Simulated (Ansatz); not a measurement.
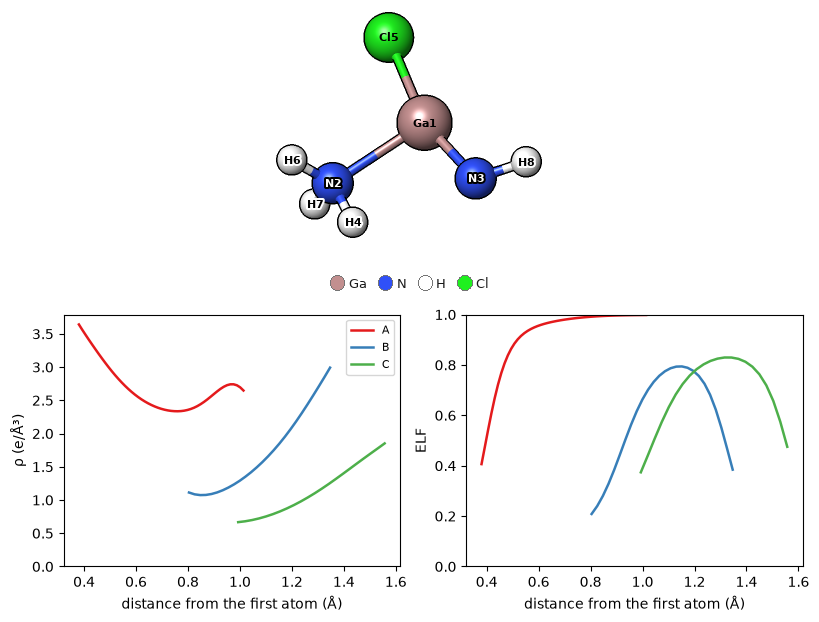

The picture shows: ClGaH4N2. Electron density and ELF along straight lines between neighbouring atoms. The curves leave out the atomic cores. The structure is drawn too.

The product side of a reaction path; geometry: PBE0-D4/def2-TZVP.

Computed with Ansatz, RKS PBE0-D4/def2-TZVPP.

Input file:

```
crystal:
  periodic: [false, false, false]
  atoms:
    - {symbol: Ga, position_ang: [-0.698675, 0.297943, 0.637505]}
    - {symbol: N, position_ang: [0.978737, 0.117234, -0.609025]}
    - {symbol: N, position_ang: [-1.351043, -1.266600, 0.254022]}
    - {symbol: H, position_ang: [0.778823, -0.815770, -0.966615]}
    - {symbol: Cl, position_ang: [-0.389084, 2.255368, 1.464796]}
    - {symbol: H, position_ang: [1.025731, 0.773203, -1.380226]}
    - {symbol: H, position_ang: [1.877093, 0.115478, -0.139763]}
    - {symbol: H, position_ang: [-2.221481, -1.476954, 0.739305]}
basis:
  gaussian: {orbitals: def2-TZVPP}
hamiltonian: {xc: pbe0, dispersion: d4}
output: {orbitals: {seedname: orbitals}}
```

Launched as:

```sh
ansatz run in.yaml --threads 4 --pin off --events-out ev --progress --plain --max-ram 9574MiB
```

Which curve belongs to which contact (Ga–Cl, Ga–N and N–H)? The first atom named is at distance zero.

Curve A: N–H (1.01 Å): the density is about 2.9 e/Å³ at the midpoint; the ELF climbs to about 1 towards the hydrogen, as it does in any bond to H (a covalent bond by its length). Curve B: Ga–N (1.74 Å): the density is about 1.1 e/Å³ at the midpoint; the ELF peaks at about 0.80 in the valence shell of N, 0.6 Å from its nucleus, and is about 0.35 at the midpoint. Curve C: Ga–Cl (2.15 Å): the density is about 0.72 e/Å³ at the midpoint; the ELF peaks at about 0.85 in the valence shell of Cl, 0.8 Å from its nucleus, and is about 0.55 at the midpoint.
